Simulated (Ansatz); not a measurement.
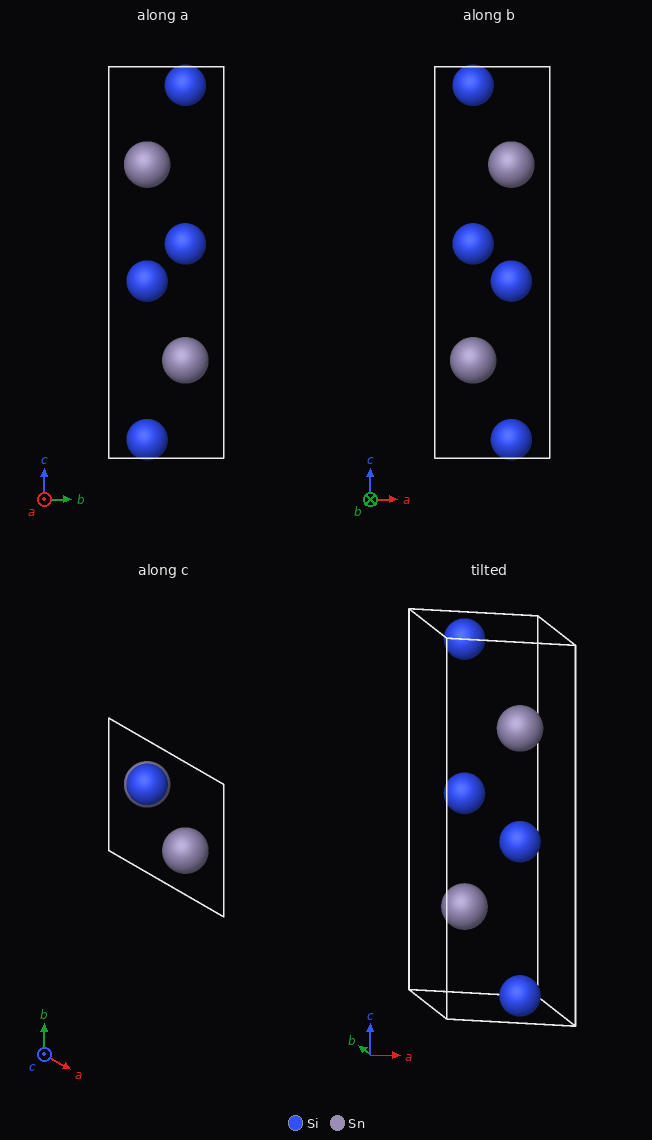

The crystal in a spheres-only representation, seen along the a axis, along the b axis, along the c axis and slightly off an axis. The parallelepiped is the conventional unit cell.

Lattice parameters: a = 3.7001 Å, b = 3.7001 Å, c = 10.9386 Å, α = 90.000°, β = 90.000°, γ = 120.000°.

### Reconstruct the structure as a CIF with its space group and independent sites, with free fractional coordinates to two decimals.

```cif
data_structure
_symmetry_space_group_name_H-M 'P 63/m m c'
_symmetry_Int_Tables_number 194
_cell_length_a 3.7001
_cell_length_b 3.7001
_cell_length_c 10.9386
_cell_angle_alpha 90.000
_cell_angle_beta 90.000
_cell_angle_gamma 120.000
_cell_volume 129.69
loop_
_atom_site_label
_atom_site_type_symbol
_atom_site_symmetry_multiplicity
_atom_site_Wyckoff_symbol
_atom_site_fract_x
_atom_site_fract_y
_atom_site_fract_z
_atom_site_occupancy
Si1 Si 4 f 0.3333 0.6667 0.95 1
Sn1 Sn 2 c 0.3333 0.6667 0.25 1
```

Origin of the cell: a structure type filled with these elements by a generator (whether the compound takes this form wasn't checked). What is shown is the relaxed result from Ansatz 0.2.0, DFT PBE, scalar-relativistic, plane waves, PAW.
